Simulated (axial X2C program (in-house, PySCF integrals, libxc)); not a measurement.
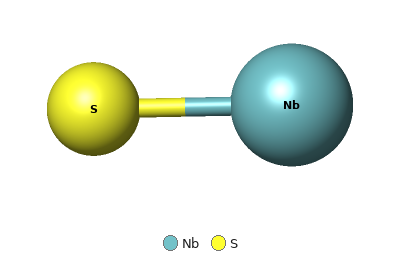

*The molecule at the reference distance of 2.089 Å.*

## Relativistic diatomic calculation, with input and output: NbS⁺

System: NbS⁺, single determinant with Ω = 1. The distance is the PBE0 minimum at charge 1.
Method: expectation values, HF and Kohn-Sham, two-component X2C with atomic mean-field Coulomb and Gaunt terms, Nb dyall-cv3z, S dyall-av3z (cores contracted) (axial X2C program (in-house, PySCF integrals, libxc)).

**Input file**
```
{"zs": [41, 16], "q": 1, "bas": ["dyall-cv3z", "dyall-av3z"], "r0": 2.19, "levels": ["PBE0", "HF", "r2SCAN", "LDA", "PBE50"], "nst": 3}
```

The line is the task of a batch: nuclear charges, charge, bases, the levels to run, a first guess of the distance and further settings. This report covers the levels named above. The log is that of the reference distance, started from orbitals converged before.

Launched within a batch (the task file carries these settings):
```bash
python <driver script> task.json out
```

**Log**
```
two-component X2C + atomic mean field  PBE0
basis functions 216  fitting functions 1019  grid points 5078
iter        total energy     max residual
   1      -4216.524432578     5.02e-05
   2      -4216.524432578     6.29e-06
converged
one-electron -6136.72187194  Coulomb 1900.89024322  exact exchange -35.66625584  xc functional -109.39790022  nuclear repulsion 166.17532330  atomic mean-field constant -1.80397109
```

**Expectation values by level of theory**

```tsv
quantity	PBE0	HF	r2SCAN	LDA	PBE50
effective field for an electron dipole moment (GV/cm)	−0.811	−1.04	−1.06	−0.484	−0.998
field gradient at the first nucleus (a.u.)	1.30	1.49	1.26	0.856	1.55
field gradient at the second nucleus (a.u.)	−0.906	−1.81	−0.816	−0.927	−0.990
A∥/gI, first nucleus (MHz)	−797	−1020	−915	−582	−874
A∥/gI, second nucleus (MHz)	18.4	2.91	0.0979	9.60	18.5
```

Each column comes from one determinant with 2 or more unpaired spinors, which can mix states, in a basis with contracted cores. The levels disagree widely: the effective field runs from −1.06 to −0.484 GV/cm, A∥/gI at the second nucleus runs from 0.0979 to 18.5 MHz and the field gradient at the second nucleus runs from −1.81 to −0.816 a.u. They may not all have settled in the same state, and these values aren't reliable properties of the molecule.

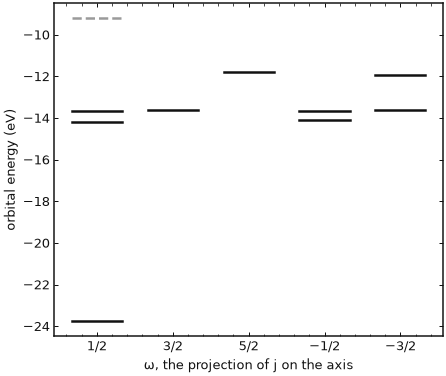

*Orbital energies (PBE0) near the frontier at 2.09 Å, filled (solid) and empty (dashed).*

The highest filled spinor (5/2; 98 % Nb d) lies at −11.81 eV, the lowest empty one (1/2; 46 % Nb s, 30 % Nb d) at −9.21 eV.

**Results in brief**

```tsv
quantity	value
outcome	converged; the levels of theory disagree widely
hardware	1 thread of Arm Neoverse V2, 24 GiB of memory available, shared host
wall time	3.9 s
peak memory	0.39 GiB
```
